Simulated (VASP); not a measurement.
Band structure of Bi2Se3 (tetradymite). All values below come from PW91 GGA, VASP's PBE PAW potentials (set 64) (plane waves; VASP).

Without a dispersion term in the relaxation, distances and binding between the weakly bound layers, chains or molecules are unreliable, and so is what depends on them. Unless said otherwise, spin-orbit coupling is left out, though it shifts the bands of the heavy elements here.

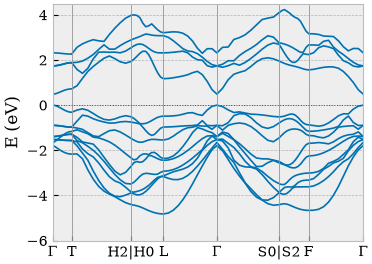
Figure: Bands along high-symmetry lines, zero at the valence-band maximum or, without a gap, the Fermi level

### Question
Read the plot: is there a gap, and where are the band edges?

### Answer
The gap is direct, 0.49 eV, from the valence maximum at Γ to the conduction minimum at Γ. (Edges off the drawn lines would not show.)

Measured: gap 0.30 eV (computed value off by +0.19 eV), as given by Sudong Park et al., Journal of the Korean Physical Society (2016), arXiv:1610.06451.

The compound is Bi2Se3 in the tetradymite structure. It was relaxed first, which changed the volume by +8 %.
